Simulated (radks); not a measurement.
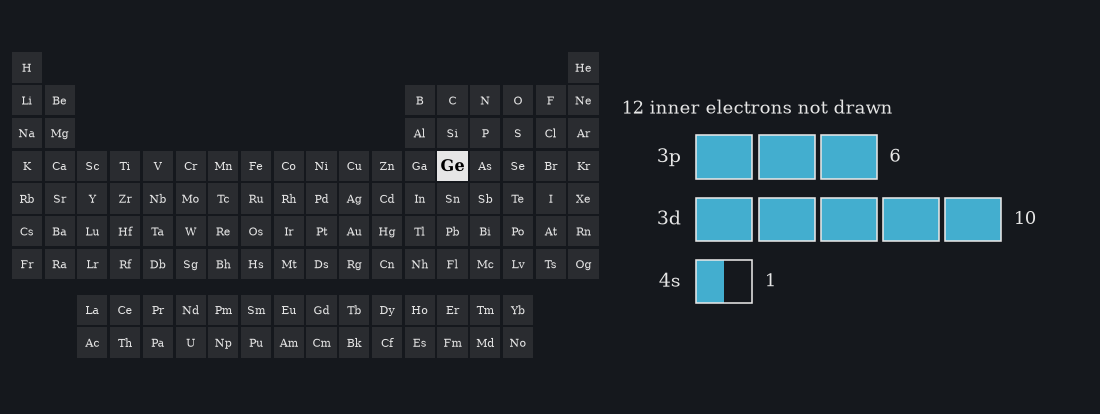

Fig. 1: Left, the place of germanium in the periodic table; right, the outer shells as the input fills them: a box for each of the 2l + 1 orbitals, shaded by the share of the shell that is filled, with the electron count at the right.

**Ge³⁺: atomic calculation**

System: the Ge³⁺ ion in the configuration [Ar] 3d10 4s1.
Method: Dirac Kohn-Sham, PBE, spin-unpolarised, spherical densities, finite nucleus (the in-house radial solver radks).

**Input file**
```
Z 32
configuration [Ar] 3d10 4s1
relativity Dirac
functional pbe,pbe
spin unpolarised
j_filling average
nucleus finite rms 4.0742 fm
c 137.035999084
mesh_step 0.012
max_iterations 50
```

Energies in input and log are in hartree, lengths in bohr (the nuclear radius in fm).

Hardware: 1 thread of Arm Neoverse N1, 40 GiB of memory available, shared host.

The run was one of a batch that the task file lists, launched with:
```bash
python <driver script> task.json out
```

**Log**
```
1s1/2   1   2.0000        -403.96298848
2s1/2   1   2.0000         -51.64271942
2p1/2   1   2.0000         -46.07521601
2p3/2   1   4.0000         -44.90360159
3s1/2   1   2.0000          -7.43953990
3p1/2   1   2.0000          -5.60295312
3p3/2   1   4.0000          -5.44571549
3d3/2   1   4.0000          -2.33142033
3d5/2   1   6.0000          -2.30965121
4s1/2   1   1.0000          -1.48652591
Etot -2096.8000624563847
Ekin 2141.2711792614327
Encl -5024.264926525221
Eh 864.9473555995157
Exc -78.7536707921121
err 3.138049389303525e-09
it 15
```

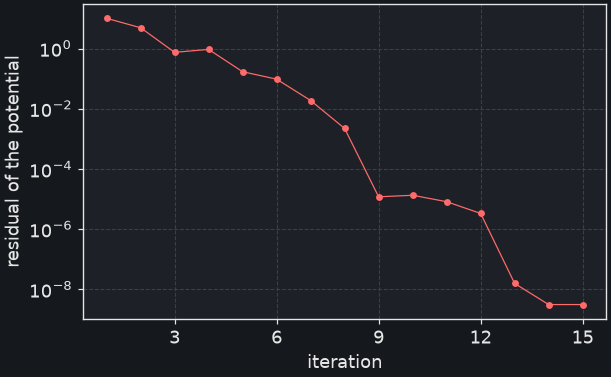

Fig. 2: Convergence: residual of the potential against the iteration. The residual falls almost steadily, with no more than small rises or pauses. It goes from 10 to 3.1×10⁻⁹ in 15 steps.

**Outcome**

- outcome: converged
- total energy: −2096.8001 hartree
- kinetic energy: 2141.2712 hartree
- electron–nucleus energy: −5024.2649 hartree
- Hartree energy: 864.947356 hartree
- exchange–correlation energy: −78.753671 hartree
- radius at density 0.001 e/bohr³: 3.04 bohr
- SCF iterations: 15

**What is odd here**

A numerical setting was moved from its usual value: mesh step h = 0.012. The program ran to the end, and its total energy equals that of the same run with the usual input (−2096.80006 hartree) within 10⁻⁵ hartree, so the oddity leaves no trace in it.
